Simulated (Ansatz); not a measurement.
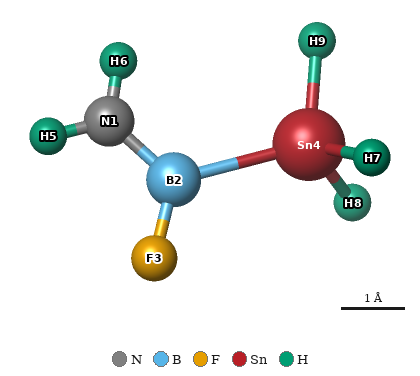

Figure 1. The input geometry (ball-and-stick view, seen at a tilt; atoms are numbered from 1 in the order of the input). Sticks mark near contacts. Bond lengths as drawn: B–F 1.34 Å, B–N 1.40 Å, B–Sn 2.27 Å, H–N 1.01 to 1.02 Å and H–Sn 1.72 Å.

**Nudged elastic band, with input and output: SnBNH5F**

- system: SnBNH5F
- method: RKS r2SCAN-D4/def2-SVP (Ansatz 0.2.0)

It belongs to a series of runs on one base structure; here: band between the two ends. Figures and captions count atoms from 1; the log counts them from 0 in places.

### The program's output
```
Engine: ansatz 0.2.0, x86_64-unknown-linux-gnu
Functional definition: r2SCAN
  parameter k0 = 0.174
  parameter k1 = 0.065
  parameter a1 = 4.9479
  exchange = r2scan_x(k0 = k0, k1 = k1, a1 = a1)
  correlation = r2scan_c
1055 factors; their error is unknown
mean field evaluation 1: about -10788.0511 eV, gradient 5.5e1 eV
mean field evaluation 2: about -10775.5719 eV, gradient 8.7e1 eV
mean field evaluation 4: about -10793.8559 eV, gradient 6.6e0 eV
mean field evaluation 8: about -10793.9012 eV, gradient 1.7e-1 eV
mean field -10793.90130058 eV, -396.6685564272 hartree, gradient 5.3e-5 eV, S^2 0.000000; 0 other end points of the search recorded, 0 dependent functions left out
the calculation of the forces begins
reference -10793.90131246 eV, -396.6685568639 hartree; 24, 24 occupied and 69, 69 virtual orbitals, 1055 factors
1055 factors; their error is unknown
mean field evaluation 16: about -10788.0531 eV, gradient 5.5e1 eV
mean field -10793.90133671 eV, -396.6685577550 hartree, gradient 7.1e-5 eV, S^2 0.000000; 0 other end points of the search recorded, 0 dependent functions left out
[... from here on the field's lines of each further geometry are left out, up to the last ...]
NEB iter   1: max|band force component| = 6.610e-1 eV/Å  barrier→ = 0.0574 eV  barrier← = 0.0575 eV  Δτ_max = 0.1164 Å  (280 SCF iters)
NEB iter   2: max|band force component| = 3.449e-1 eV/Å  barrier→ = 0.0409 eV  barrier← = 0.0410 eV  CI = image 5  Δτ_max = 0.0500 Å  (253 SCF iters)
NEB iter   3: max|band force component| = 2.359e-1 eV/Å  barrier→ = 0.0248 eV  barrier← = 0.0249 eV  CI = image 5  Δτ_max = 0.0313 Å  (253 SCF iters)
NEB iter   4: max|band force component| = 1.191e-1 eV/Å  barrier→ = 0.0228 eV  barrier← = 0.0228 eV  CI = image 5  Δτ_max = 0.0183 Å  (259 SCF iters)
NEB iter   5: max|band force component| = 6.465e-2 eV/Å  barrier→ = 0.0220 eV  barrier← = 0.0220 eV  CI = image 5  Δτ_max = 0.0086 Å  (263 SCF iters)
the calculation of the forces begins
reference -10793.89916319 eV, -396.6684778797 hartree; 24, 24 occupied and 69, 69 virtual orbitals, 1055 factors
1055 factors; their error is unknown
mean field -10793.87960337 eV, -396.6677590696 hartree, gradient 1.9e-5 eV, S^2 0.000000; 1 other end points of the search recorded, 0 dependent functions left out
the calculation of the forces begins
reference -10793.87961534 eV, -396.6677595092 hartree; 24, 24 occupied and 69, 69 virtual orbitals, 1055 factors
NEB iter   6: max|band force component| = 1.803e-2 eV/Å  barrier→ = 0.0217 eV  barrier← = 0.0218 eV  CI = image 5  Δτ_max = 0.0000 Å  (481 SCF iters)
```

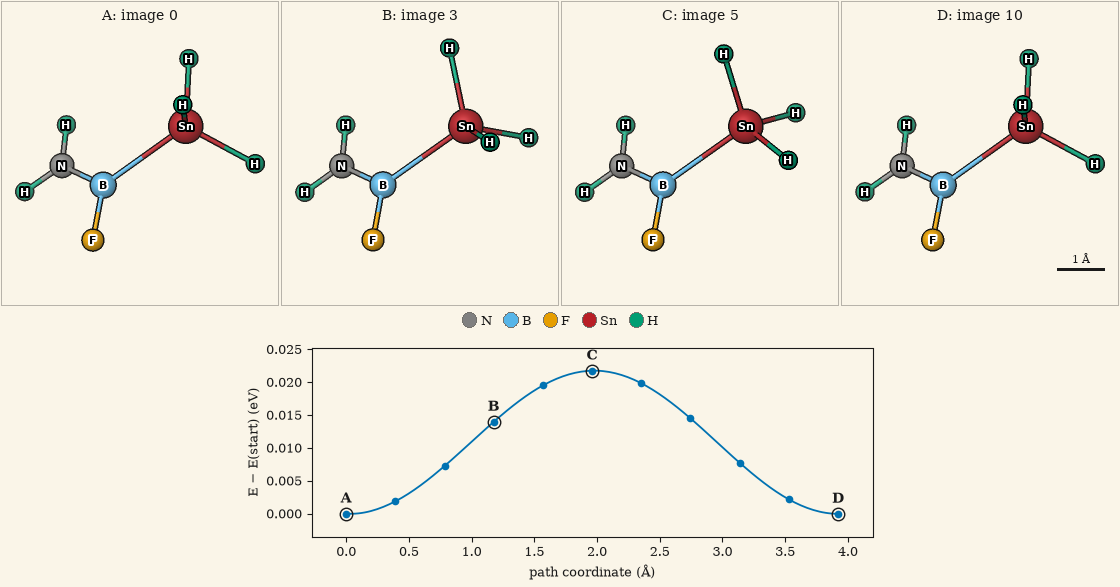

Figure 2. Images of the last band (counted from 0; ball-and-stick, seen at a tilt) above the energy along the path; the line is a cubic interpolation that uses the forces. The highest image is number 5, 0.022 eV above the start and 0.022 eV above the end (the climbing image); start and end have the same energy. The path is 3.92 Å long. The band converged in 6 iterations.

```
Total energy: -10793.91725529 eV, -396.6691427520 hartree
Atom 0 at     1.344764     1.159074    -0.120755 Å, force    -0.017709    -0.015119     0.011310 eV/Å
Atom 1 at     0.385228     0.365656    -0.750212 Å, force    -0.008510    -0.009840     0.002135 eV/Å
Atom 2 at     0.318088     0.386954    -2.091103 Å, force     0.015132     0.012603     0.012820 eV/Å
Atom 3 at    -1.050574    -0.949086     0.416224 Å, force    -0.004291    -0.001905    -0.001015 eV/Å
Atom 4 at     1.988162     1.746790    -0.643352 Å, force     0.008173     0.008655    -0.016028 eV/Å
Atom 5 at     1.464133     1.203350     0.882942 Å, force     0.002216     0.002324    -0.008945 eV/Å
Atom 6 at    -2.128482    -1.806019    -0.604180 Å, force     0.001925     0.001570     0.001530 eV/Å
Atom 7 at    -0.224683    -2.113181     1.375273 Å, force     0.001231     0.000765    -0.000832 eV/Å
Atom 8 at    -2.008036    -0.039838     1.517962 Å, force     0.001833     0.000947    -0.000976 eV/Å
Dipole moment:     0.451999     0.379616     0.201934 e Å
this run last wrote the band of iteration 6 to [file]
```

### The last band as extended XYZ (Å, eV, eV/Å)
```
9
Properties=species:S:1:pos:R:3:forces:R:3 image=0 energy=-10793.93898
N     0.7876    1.5578   -0.2749   -0.0017  -0.0141   0.0014
B     0.5917    0.2346   -0.6714   -0.0049   0.0125  -0.0041
F     1.2302   -0.2068   -1.7671   -0.0018   0.0045   0.0088
Sn   -0.7723   -1.1587    0.4830    0.0020  -0.0014   0.0044
H     1.3948    2.1929   -0.7860    0.0021  -0.0030  -0.0024
H     0.3449    1.9666    0.5378    0.0009   0.0022  -0.0016
H    -2.0832   -1.7312   -0.4656    0.0062  -0.0015   0.0039
H     0.0513   -2.5410    1.0800   -0.0051   0.0004  -0.0044
H    -1.4565   -0.3606    1.8471    0.0022   0.0004  -0.0059
9
Properties=species:S:1:pos:R:3:forces:R:3 image=1 energy=-10793.93711
N     0.9067    1.5047   -0.2185   -0.0081  -0.0059   0.0043
B     0.5442    0.2479   -0.7030    0.0023  -0.0064  -0.0035
F     1.0376   -0.1494   -1.8870    0.0058   0.0083   0.0072
Sn   -0.8345   -1.1249    0.4588    0.0014  -0.0016  -0.0012
H     1.5305    2.1242   -0.7289   -0.0004  -0.0034  -0.0044
H     0.5760    1.8778    0.6618   -0.0004   0.0065  -0.0033
H    -2.0995   -1.7636   -0.5075   -0.0025   0.0038   0.0017
H    -0.0013   -2.4668    1.1315   -0.0015  -0.0015  -0.0025
H    -1.5710   -0.2961    1.7756    0.0034   0.0002   0.0017
9
Properties=species:S:1:pos:R:3:forces:R:3 image=2 energy=-10793.93174
N     1.0251    1.4373   -0.1729   -0.0162  -0.0091   0.0128
B     0.4993    0.2695   -0.7256    0.0008  -0.0094  -0.0045
F     0.8444   -0.0565   -1.9817    0.0114   0.0097   0.0112
Sn   -0.8948   -1.0869    0.4391    0.0013  -0.0026  -0.0016
H     1.6596    2.0429   -0.6863    0.0031   0.0007  -0.0092
H     0.8111    1.7556    0.7634   -0.0008   0.0069  -0.0096
H    -2.1122   -1.7837   -0.5469   -0.0044   0.0057   0.0024
H    -0.0564   -2.3873    1.1852   -0.0015  -0.0028  -0.0045
H    -1.6875   -0.2372    1.7085    0.0062   0.0011   0.0030
9
Properties=species:S:1:pos:R:3:forces:R:3 image=3 energy=-10793.92502
N     1.1391    1.3558   -0.1402   -0.0138  -0.0086   0.0072
B     0.4577    0.2972   -0.7411   -0.0053  -0.0109  -0.0004
F     0.6571    0.0678   -2.0490    0.0160   0.0102   0.0116
Sn   -0.9514   -1.0446    0.4246    0.0004  -0.0041  -0.0005
H     1.7797    1.9515   -0.6577    0.0029   0.0012  -0.0108
H     1.0419    1.5996    0.8369   -0.0023   0.0072  -0.0065
H    -2.1219   -1.7963   -0.5771   -0.0037   0.0060   0.0019
H    -0.1136   -2.3020    1.2436   -0.0009  -0.0027  -0.0053
H    -1.8000   -0.1751    1.6428    0.0067   0.0017   0.0028
9
Properties=species:S:1:pos:R:3:forces:R:3 image=4 energy=-10793.91949
N     1.2462    1.2623   -0.1226   -0.0022  -0.0003  -0.0027
B     0.4198    0.3293   -0.7491   -0.0129  -0.0121   0.0022
F     0.4803    0.2175   -2.0857    0.0165   0.0093   0.0070
Sn   -1.0035   -0.9988    0.4169   -0.0005  -0.0030   0.0006
H     1.8889    1.8527   -0.6440   -0.0037  -0.0040  -0.0063
H     1.2620    1.4136    0.8774   -0.0005   0.0066   0.0009
H    -2.1275   -1.8032   -0.5965   -0.0014   0.0042   0.0013
H    -0.1703   -2.2106    1.3072   -0.0006  -0.0016  -0.0037
H    -1.9073   -0.1091    1.5792    0.0053   0.0008   0.0008
9
Properties=species:S:1:pos:R:3:forces:R:3 image=5 energy=-10793.91724
N     1.3448    1.1591   -0.1208   -0.0177  -0.0151   0.0113
B     0.3852    0.3657   -0.7502   -0.0085  -0.0098   0.0021
F     0.3181    0.3870   -2.0911    0.0151   0.0126   0.0128
Sn   -1.0506   -0.9491    0.4162   -0.0043  -0.0019  -0.0010
H     1.9882    1.7468   -0.6434    0.0082   0.0087  -0.0160
H     1.4641    1.2033    0.8829    0.0022   0.0023  -0.0089
H    -2.1285   -1.8060   -0.6042    0.0019   0.0016   0.0015
H    -0.2247   -2.1132    1.3753    0.0012   0.0008  -0.0008
H    -2.0080   -0.0398    1.5180    0.0018   0.0009  -0.0010
9
Properties=species:S:1:pos:R:3:forces:R:3 image=6 energy=-10793.91915
N     1.4329    1.0478   -0.1359   -0.0073  -0.0084   0.0021
B     0.3551    0.4040   -0.7442   -0.0127  -0.0050  -0.0027
F     0.1733    0.5699   -2.0643    0.0148   0.0135   0.0123
Sn   -1.0927   -0.8958    0.4237   -0.0018   0.0012  -0.0019
H     2.0781    1.6355   -0.6571   -0.0051  -0.0022  -0.0089
H     1.6431    0.9741    0.8508    0.0084   0.0003  -0.0014
H    -2.1245   -1.8052   -0.5989    0.0031  -0.0031   0.0014
H    -0.2752   -2.0096    1.4481    0.0017   0.0035   0.0024
H    -2.1015    0.0330    1.4606   -0.0011   0.0003  -0.0032
9
Properties=species:S:1:pos:R:3:forces:R:3 image=7 energy=-10793.92449
N     1.5092    0.9303   -0.1663   -0.0168  -0.0193   0.0146
B     0.3293    0.4453   -0.7309   -0.0095   0.0023  -0.0082
F     0.0526    0.7628   -2.0061    0.0138   0.0118   0.0155
Sn   -1.1301   -0.8388    0.4380   -0.0014   0.0027  -0.0037
H     2.1589    1.5149   -0.6851    0.0011   0.0043  -0.0124
H     1.7939    0.7344    0.7845    0.0096  -0.0009  -0.0084
H    -2.1151   -1.8018   -0.5821    0.0040  -0.0062   0.0022
H    -0.3216   -1.9004    1.5238    0.0026   0.0054   0.0043
H    -2.1883    0.1070    1.4070   -0.0033   0.0000  -0.0039
9
Properties=species:S:1:pos:R:3:forces:R:3 image=8 energy=-10793.93125
N     1.5711    0.8084   -0.2107   -0.0140  -0.0170   0.0134
B     0.3088    0.4894   -0.7113   -0.0091   0.0034  -0.0079
F    -0.0388    0.9613   -1.9197    0.0127   0.0083   0.0143
Sn   -1.1627   -0.7783    0.4580   -0.0018   0.0032  -0.0026
H     2.2294    1.3858   -0.7267    0.0017   0.0042  -0.0087
H     1.9110    0.4893    0.6873    0.0072  -0.0009  -0.0105
H    -2.1003   -1.7974   -0.5529    0.0045  -0.0060   0.0022
H    -0.3622   -1.7856    1.6009    0.0025   0.0059   0.0036
H    -2.2677    0.1808    1.3580   -0.0037  -0.0010  -0.0039
9
Properties=species:S:1:pos:R:3:forces:R:3 image=9 energy=-10793.93682
N     1.6178    0.6853   -0.2676   -0.0069  -0.0052   0.0011
B     0.2955    0.5352   -0.6850   -0.0069   0.0019  -0.0036
F    -0.0968    1.1593   -1.8075    0.0098   0.0037   0.0088
Sn   -1.1902   -0.7150    0.4833   -0.0032   0.0012   0.0003
H     2.2881    1.2505   -0.7820   -0.0022   0.0001  -0.0027
H     1.9924    0.2464    0.5635    0.0056  -0.0021  -0.0033
H    -2.0772   -1.7917   -0.5146    0.0038  -0.0030   0.0008
H    -0.3993   -1.6673    1.6795    0.0020   0.0044   0.0013
H    -2.3417    0.2511    1.3132   -0.0020  -0.0010  -0.0028
9
Properties=species:S:1:pos:R:3:forces:R:3 image=10 energy=-10793.93901
N     1.6547    0.5353   -0.3583   -0.0080   0.0013  -0.0034
B     0.2899    0.5898   -0.6417    0.0102   0.0001   0.0041
F    -0.1250    1.3942   -1.6335    0.0005  -0.0024   0.0030
Sn   -1.2156   -0.6358    0.5262   -0.0017  -0.0030  -0.0009
H     2.3361    1.0830   -0.8772    0.0017  -0.0018   0.0012
H     2.0515   -0.0435    0.3705   -0.0034   0.0027  -0.0029
H    -2.0936   -1.7234   -0.4690   -0.0007  -0.0001  -0.0015
H    -0.4353   -1.5847    1.7323    0.0020   0.0018   0.0000
H    -2.3742    0.3389    1.3335   -0.0006   0.0014   0.0005
```

The run was set up as follows.

### Input file
```yaml
crystal:
  periodic: [false, false, false]
  atoms:
    - { symbol: "N", position_ang: [0.787624, 1.557759, -0.274942] }
    - { symbol: B, position_ang: [0.591662, 0.23464, -0.671378] }
    - { symbol: F, position_ang: [1.230232, -0.206768, -1.767082] }
    - { symbol: Sn, position_ang: [-0.772344, -1.158655, 0.483025] }
    - { symbol: H, position_ang: [1.394848, 2.192927, -0.786013] }
    - { symbol: H, position_ang: [0.344922, 1.966583, 0.537758] }
    - { symbol: H, position_ang: [-2.083168, -1.731236, -0.465616] }
    - { symbol: H, position_ang: [0.051282, -2.540964, 1.079951] }
    - { symbol: H, position_ang: [-1.456459, -0.360585, 1.847097] }
basis:
  gaussian: { orbitals: def2-SVP }
hamiltonian:
  xc: r2scan
  dispersion: d4
neb:
  order_check: false
  images: 9
  f_tol: 0.05
  max_iterations: 60
  initial_path: idpp
  final_atoms:
    - { symbol: "N", position_ang: [1.26304513, 1.216931, -0.24855673] }
    - { symbol: B, position_ang: [0.10260327, 0.5860747, -0.69726422] }
    - { symbol: F, position_ang: [-0.4394854, 0.99466161, -1.85584486] }
    - { symbol: Sn, position_ang: [-0.86905541, -1.08932282, 0.47810043] }
    - { symbol: H, position_ang: [1.70414903, 1.97002392, -0.76985684] }
    - { symbol: H, position_ang: [1.73576474, 0.971248, 0.61159778] }
    - { symbol: H, position_ang: [-0.95339596, -2.55473816, -0.4105387] }
    - { symbol: H, position_ang: [0.01688684, -1.4290466, 1.91466374] }
    - { symbol: H, position_ang: [-2.47191325, -0.71213065, 0.96049941] }
```

Command:
```bash
ansatz run input.yaml --threads 2 --pin off --max-ram 3072MiB --backend cpu --events-out ev --progress --plain --runs-dir out
```

### Key numbers

```tsv
quantity	value
outcome	converged
barrier, forward	0.022 eV
barrier, backward	0.022 eV
hardware	2 threads of AMD EPYC (Zen 3), 24 GiB of memory available, shared host
wall time	2 min (CPU time 3.9 min)
peak memory	0.17 GiB
```

The order of the saddle point was not checked.
